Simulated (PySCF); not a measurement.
# C4H11AlO: the cost of one run

The runs use PySCF 2.14.0, with density-fitted response routines of our own; the level of theory stands in each step. All values are computed, except where a source is named. Atoms are numbered from 0 throughout.

## 1. Starting geometry

17 atoms, charge 0, multiplicity 1; geometry from: GFN2-xTB.

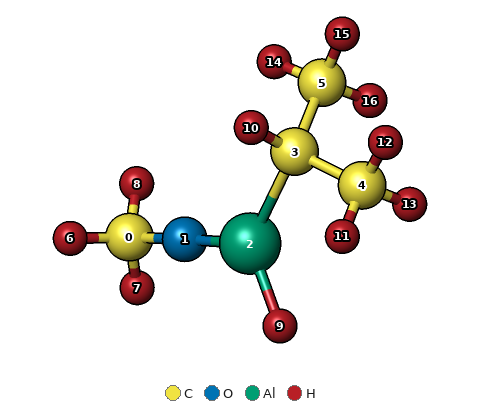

The starting geometry (carbon yellow, oxygen blue, aluminium teal, hydrogen red), atoms numbered.

## 2. Excited states and response: CAM-B3LYP/def2-SVPD

What the job is given:

```
{"job": {"kind": "uv", "xc": "CAM-B3LYP", "basis": "def2-SVPD", "nstates": 8, "ntriplets": 3}, "charge": 0, "multiplicity": 1}
C      3.376170    -0.181423     0.279168
O      2.029955    -0.547397     0.166679
Al     0.451789    -1.003420     0.051327
C     -1.099849     0.169884    -0.514615
C     -2.359697    -0.654895    -0.228899
C     -1.157626     1.538657     0.177557
H      3.876162    -0.300574    -0.684981
H      3.873995    -0.813911     1.017181
H      3.455484     0.861345     0.594702
H      0.154217    -2.462034     0.429257
H     -1.078329     0.369037    -1.598869
H     -2.272718    -1.646360    -0.677827
H     -3.255418    -0.174542    -0.625125
H     -2.490978    -0.791100     0.844584
H     -0.229707     2.087973     0.016650
H     -1.982463     2.139673    -0.209262
H     -1.297984     1.421119     1.251486
```

Level: TDDFT CAM-B3LYP/def2-SVPD, vertical, gas phase, core orbitals frozen in the response.

The run is started by

```
$ OMP_NUM_THREADS=1 python probes_run.py task.json out
```

One launch serves the whole session: the jobs run in the order shown.

Q: Estimate the wall time and peak memory of this job on 1 thread of Arm Neoverse V2, shared host.

About 49 s, with a peak of 0.97 GiB.
